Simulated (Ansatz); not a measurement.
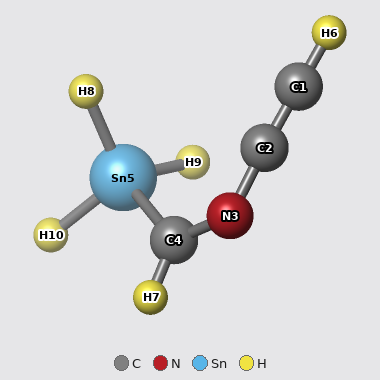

The system is C₃H₅NSn, SMILES C#CN=[CH][SnH3]; the picture shows the reference structure. 
- First axis: angle C2–N3–C4. Second axis: change of the bonds N3–C2, N3–C4, all alike.
- Nothing is relaxed (all other coordinates rigid).
- Grid: 9 × 9 points.
- Points are written as (first, second).
- All energies are given in kJ/mol relative to the relaxed molecule at the same level.
- The calculation used RKS PBE0-D4/def2-SVP (Ansatz).

Its coordinates:

```xyz
10

C    -2.3233   -0.6433    0.7973
C    -1.2876   -1.0996    0.3498
N    -0.1921   -1.6732   -0.1350
C     0.8564   -1.0098   -0.4459
Sn    1.0860    1.1543   -0.2589
H    -3.2399   -0.2485    1.1923
H     1.6978   -1.6044   -0.8378
H    -0.0778    1.9349   -1.2370
H     0.8967    1.6057    1.3785
H     2.6668    1.5328   -0.8004
```

Range: angle C2–N3–C4 from 77.7 to 167.7°; change of the bonds N3–C2, N3–C4, all alike from −0.143 to 0.222 Å.

**What landscape does the calculation give?**

The lowest grid point is at (122.7°, −0.007 Å), 0.31 kJ/mol from the relaxed molecule at the same level. It is the only kind of minimum in the scanned range. The highest grid point, (77.7°, −0.143 Å), lies 802 kJ/mol above the lowest. Round the minimum the valley is somewhat tilted: raising angle C2–N3–C4 shifts the best value of the second coordinate downwards (coupling k₁₂/√(k₁₁k₂₂) about 0.4).

| second ↓, first → | 77.7 | 89.0 | 100.2 | 111.5 | 122.7 | 134.0 | 145.2 | 156.5 | 167.7 |
| --- | --- | --- | --- | --- | --- | --- | --- | --- | --- |
| 0.222 | 381 | 231 | 182 | 177 | 196 | 230 | 273 | 315 | 347 |
| 0.176 | 359 | 190 | 131 | 120 | 134 | 164 | 202 | 240 | 269 |
| 0.130 | 349 | 159 | 90 | 71 | 80 | 105 | 138 | 172 | 198 |
| 0.085 | 353 | 143 | 61 | 35 | 37 | 57 | 85 | 114 | 137 |
| 0.039 | 377 | 144 | 48 | 13 | 9 | 22 | 44 | 68 | 87 |
| −0.007 | 427 | 169 | 58 | 13 | 0 | 7 | 23 | 41 | 57 |
| −0.052 | 507 | 223 | 97 | 40 | 19 | 17 | 27 | 40 | 52 |
| −0.098 | 631 | 318 | 174 | 105 | 73 | 63 | 65 | 73 | 81 |
| −0.143 | 802 | 458 | 297 | 214 | 172 | 153 | 147 | 148 | 151 |

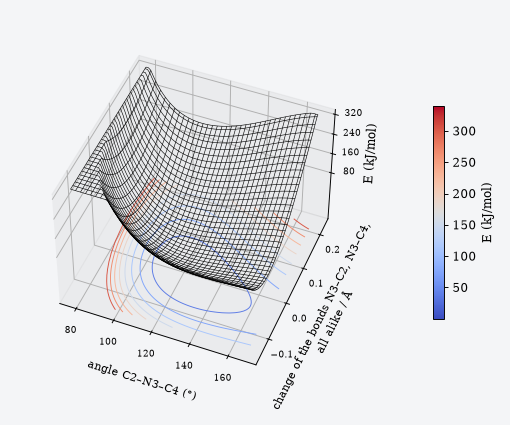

In the figure: a relief with its contours projected below, any walls above the top of the colour scale cut off. Between grid points the surface is interpolated.

Time for the 81 points that were run: 9.4 min on 1 thread of Arm Neoverse V2 (shared host).
